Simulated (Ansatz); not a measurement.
# ClFGe2H5N: what the fields show

The calculation's input:

```
crystal:
  periodic: [false, false, false]
  atoms:
    - { symbol: F, position_ang: [2.9878, -0.3968, -0.5124] }
    - { symbol: Ge, position_ang: [1.4627, 0.1742, 0.1443] }
    - { symbol: Cl, position_ang: [1.553, 0.1199, 2.3078] }
    - { symbol: "N", position_ang: [0.0816, -0.9266, -0.457] }
    - { symbol: Ge, position_ang: [-1.5234, -0.09, -0.0059] }
    - { symbol: H, position_ang: [1.2189, 1.6301, -0.33] }
    - { symbol: H, position_ang: [0.1336, -0.9307, -1.5001] }
    - { symbol: H, position_ang: [-2.7093, -0.9312, -0.5426] }
    - { symbol: H, position_ang: [-1.6343, 0.0272, 1.5358] }
    - { symbol: H, position_ang: [-1.5707, 1.324, -0.6398] }
basis:
  gaussian:
    orbitals: def2-TZVP
hamiltonian:
  xc: cam_b3lyp
output:
  orbitals: {}
```

Launched as:

```sh
python energy_clfge2h5n.py
```

The calculation used Ansatz 0.2.0, SCF cam_b3lyp, Gaussian basis.

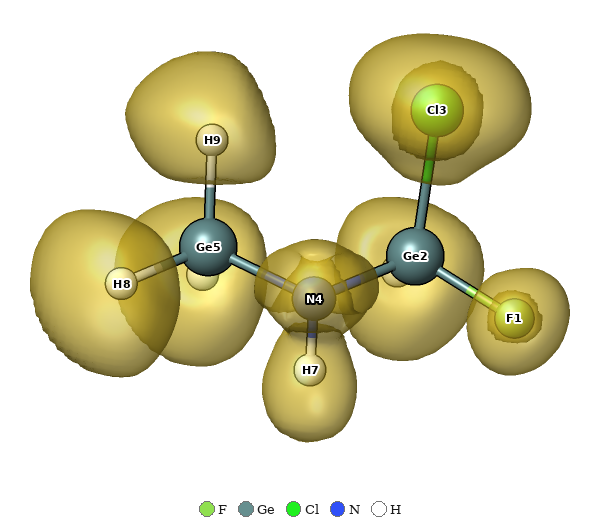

Figure 1. Isosurface of the electron localisation function at 0.75 (yellow), seen across its widest extent. Core shells and regions of very low density are left out.

Question: Where are the electrons localised?

Answer: The ELF exceeds this value in four regions around hydrogen nuclei, one region on Cl in which the atom's valence shell and bonds are merged, one region wrapped around F (its valence shell) and one joined region spread over several atoms (H, N), in which their bonds and any lone pairs are merged. Profiles from the grid: Ge–F (1.76 Å): the ELF peaks at about 0.80 in the valence shell of F, 0.5 Å from its nucleus, and is about 0.25 at the midpoint. Ge–N (1.87 Å): the ELF peaks at about 0.85 in the valence shell of N, 0.7 Å from its nucleus, and is about 0.45 at the midpoint.

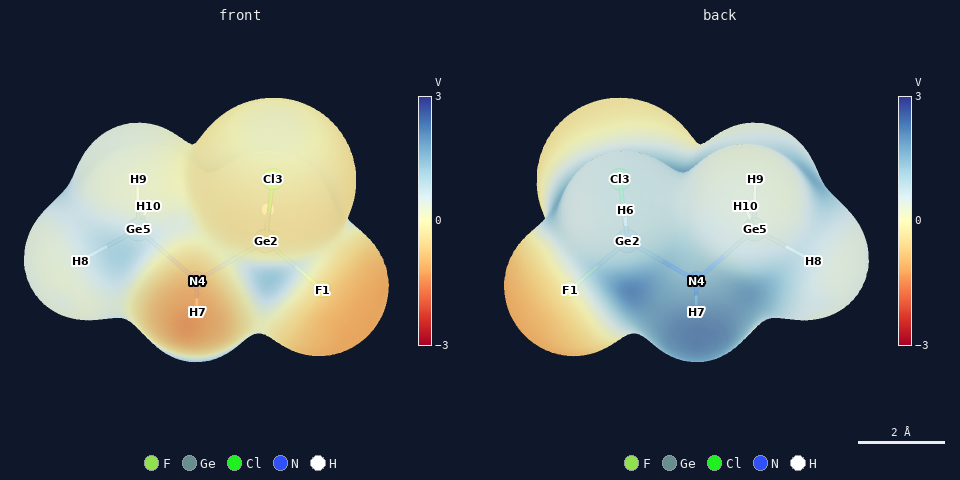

Figure 2. The electrostatic potential painted on the density surface at 0.002 e/bohr³, seen from the front and from behind; the colour scale runs from red (negative) to blue (positive).

Question: Describe the electrostatic potential map.

Answer: The most negative region (about −1.2 V) lies over N4, the most positive (about +2.2 V) over Ge2 and H7. Cl3 shows a σ-hole: about +0.2 V at the tip opposite its bond, against about −0.3 V on its flanks. N4 is the likeliest acceptor of a hydrogen bond.

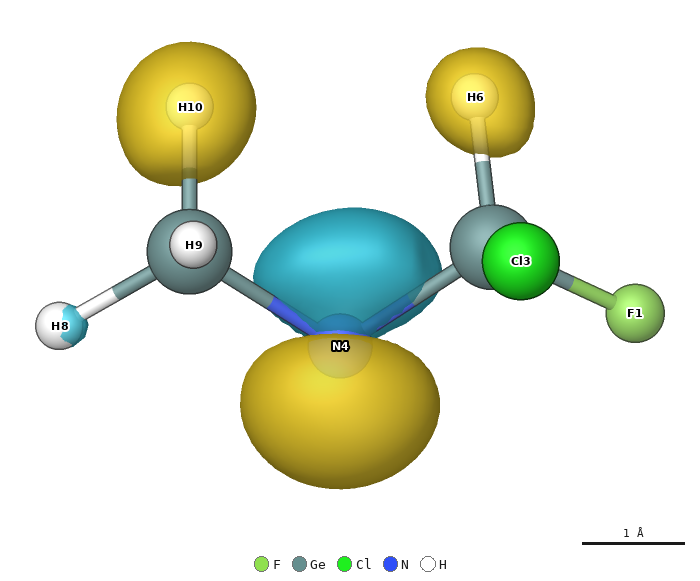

Figure 3. The HOMO at ±0.15 Å⁻³ᐟ² (yellow and cyan are the two phases), seen from one side.

Question: Where does this orbital lie, and at what energy?

Answer: Its weight (Hirshfeld) is mainly on N4 (about 55 %), Ge5 (about 10 %), H10 (about 10 %) and Ge2 (about 10 %). Its energy is −9.56 eV.
